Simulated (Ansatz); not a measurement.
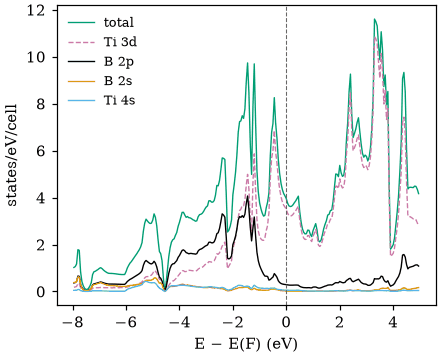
Fig. 1. Total and projected density of states of TiB in space group Pnma (No. 62; Ti on 4c, B on 4c), DFT-PBEsol in the program Ansatz with PAW potentials

Problem. Which orbitals carry the states next to the Fermi level?

Solution. Within 0.5 eV of the Fermi level: Ti 3d 87 %, B 2p 8 %. Projections are on Löwdin-orthogonalised atomic valence shells; empty p or d shells of many metals are not among them.

Problem. Where is the tallest occupied peak in this window, and what makes it?

Solution. Near -1.4 eV, about 9.7 states/eV per cell; the largest projected share is Ti 3d.

The first step of the workflow began from a Materials Project structure, measured or hypothetical; the Crystallography Open Database files this formula in space group No. 62, but the cells were not matched. Its standing as an ambient phase is unchecked. Symmetry was held in the PBEsol relaxation; whether a distortion lowers the energy is not shown. The run is not spin-polarised.

Potentials: the later of the program's two PAW sets.
